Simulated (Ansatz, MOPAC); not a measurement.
**How methods differ on C3H6F2 (1,3-difluoropropane)**

The runs start from one conformer, not always the lowest.

C3H6F2, singlet, SMILES `FCCCF`. Each level relaxes the structure for itself.

Each level gives the zero-point energy at each level's own minimum (kJ/mol). The values are calculated.

| level | kind | program | value (kJ/mol) |
| --- | --- | --- | --- |
| MNDOD | semi-empirical | MOPAC | 249.7 |
| PM6-D3 | semi-empirical | MOPAC | 215.1 |
| PM6-ORG | semi-empirical | MOPAC | 216.4 |
| RM1 | semi-empirical | MOPAC | 230.0 |
| HF/STO-3G | Hartree–Fock | Ansatz | 277.5 |
| HF/3-21G | Hartree–Fock | Ansatz | 254.7 |
| HF/6-31G* (Cartesian functions) | Hartree–Fock | Ansatz | 254.8 |
| PBE/def2-SVP | GGA | Ansatz | 228.7 |
| B3LYP/6-31G* (Cartesian functions) | global hybrid | Ansatz | 237.4 |
| MP2/6-31G* (Cartesian functions) | perturbation theory | Ansatz | 242.9 |

Harmonic and unscaled. The values span 215.1 to 277.5 kJ/mol.

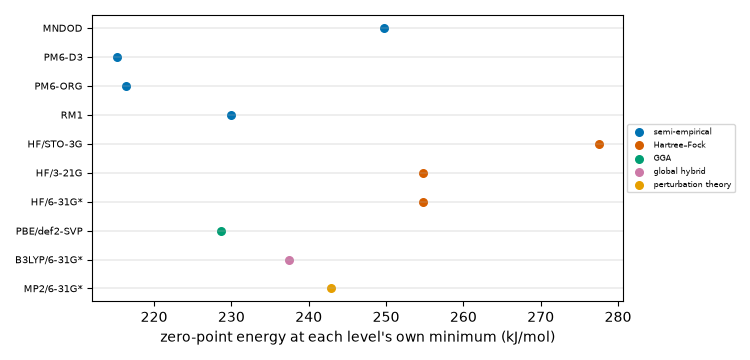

The values of the table, level by level.
